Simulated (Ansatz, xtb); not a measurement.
Redistribution: C3H5F + C2H3F3 → C3H6 + C2H2F4

Species: C3H5F `C/C=C/F`, singlet; C2H3F3 `CC(F)(F)F`, singlet; C3H6 (propene) `C=CC`, singlet; C2H2F4 (norflurane) `FCC(F)(F)F`, singlet. The partners trade F for H; both sit on C, so the bond types are kept.

Shapes, held fixed at every level: PBE0-D4/def2-TZVP. Programs: Ansatz 0.2.0, xtb 6.7.1. The zero-point and thermal change to 298 K, harmonic and unscaled (PBE0-D4/def2-TZVP), is +0.7 kJ/mol.

```json
{"level": "GFN2-xTB", "kind": "semi-empirical", "ΔH(298 K) (kJ/mol)": "+65.2", "less CCSD(T)/CBS estimate": "+31.3", "CPU time (sum over the molecules)": "0.18 s"}
{"level": "HF/def2-SVP", "kind": "Hartree–Fock", "ΔH(298 K) (kJ/mol)": "+30.1", "less CCSD(T)/CBS estimate": "-3.8", "CPU time (sum over the molecules)": "–"}
{"level": "r2SCAN-D4/def2-TZVPP", "kind": "meta-GGA", "ΔH(298 K) (kJ/mol)": "+39.8", "less CCSD(T)/CBS estimate": "+5.9", "CPU time (sum over the molecules)": "33 s"}
{"level": "PBE0-D4/def2-TZVPP", "kind": "global hybrid", "ΔH(298 K) (kJ/mol)": "+38.7", "less CCSD(T)/CBS estimate": "+4.8", "CPU time (sum over the molecules)": "19 s"}
{"level": "wB97X-V/def2-TZVPP", "kind": "range-separated hybrid", "ΔH(298 K) (kJ/mol)": "+35.9", "less CCSD(T)/CBS estimate": "+2.0", "CPU time (sum over the molecules)": "50 s"}
{"level": "MP2/def2-TZVPP", "kind": "perturbation theory", "ΔH(298 K) (kJ/mol)": "+35.1", "less CCSD(T)/CBS estimate": "+1.2", "CPU time (sum over the molecules)": "–"}
{"level": "CCSD(T)/def2-SVP", "kind": "coupled cluster or CI", "ΔH(298 K) (kJ/mol)": "+35.2", "less CCSD(T)/CBS estimate": "+1.3", "CPU time (sum over the molecules)": "40 s"}
{"level": "CCSD(T)/CBS estimate", "kind": "coupled cluster or CI", "ΔH(298 K) (kJ/mol)": "+33.9", "less CCSD(T)/CBS estimate": "0.0", "CPU time (sum over the molecules)": "15 min"}
```

The highest level, CCSD(T)/CBS estimate, gives ΔH(298 K) = +33.9 kJ/mol; the levels span +30.1 to +65.2. The column of differences is taken from that level and isn't an error. No measured value is set beside it here. The CBS estimate extrapolates MP2 from def2-TZVPP and def2-QZVPP and adds CCSD(T) − MP2 in the triple-zeta set, cores frozen. Times are processor times on shared x86 and Arm servers, and rough.

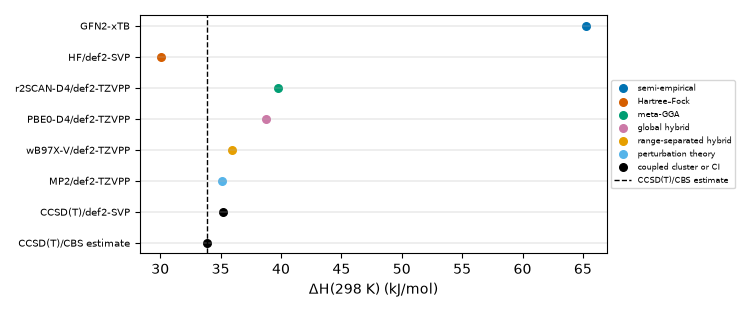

The values of the table, level by level.
